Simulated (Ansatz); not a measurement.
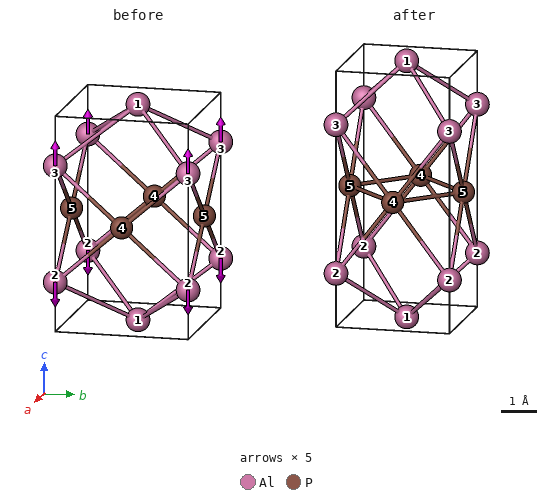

The structure of a crystal of Al$_{3}$P$_{2}$ (a generated structure, set up in P4/mmm) (coarse preliminary run) before (left) and after (right) a relaxation, at one scale. The purple arrows give the displacements (the part carried along by the change of the cell is left out), 5 times their true length.

A ball-and-stick model of the cell of the calculation, seen slightly off an axis.

All numbers below come from DFT PBE, scalar-relativistic, plane waves, PAW in Ansatz. (plane-wave cutoff 420 eV; k-point mesh 4 × 4 × 4; occupations gaussian; smearing width 0.1 eV; no spin polarisation; cell and atoms relaxed; force threshold 0.04 eV/Å; at most 70 steps)

Summarise the run.

The largest moves relative to the cell, 0.15 Å, are those of Al2 and Al3. Al2 goes along −c. P stays in place. Cell: a = b 3.913 → 3.343 Å (−14.6 %), c 6.346 → 7.542 Å (+18.8 %). Volume −13.3 %. Some distances before and after: P4–P5 2.767 → 2.364 Å, Al1–Al2 3.127 → 2.844 Å, Al2–Al3 2.916 → 3.163 Å, Al2–P4 2.602 → 2.755 Å. Bond angles that change, for instance: Al2–P4–Al2 97.5° → 74.7°, P4–Al3–P4 97.5° → 74.7°, Al2–P4–Al3 82.5° → 105.3°. The space group stays P4/mmm (No. 123). After 9 accepted moves (13 points after the start) the energy has fallen by 207 meV per atom. The largest force component goes from 0.55 to 0.034 eV/Å. The pressure goes from −4.34 to 0.12 GPa. The line search rejected the trial steps at points 6, 8 of the run. The SCF was repeated twice at an unchanged geometry on a basis and grid sized afresh for the cell, which shifted the energy by 2.1 meV per atom at most.

Limits of the set-up: the k-point mesh is coarse for a cell with partly filled bands.
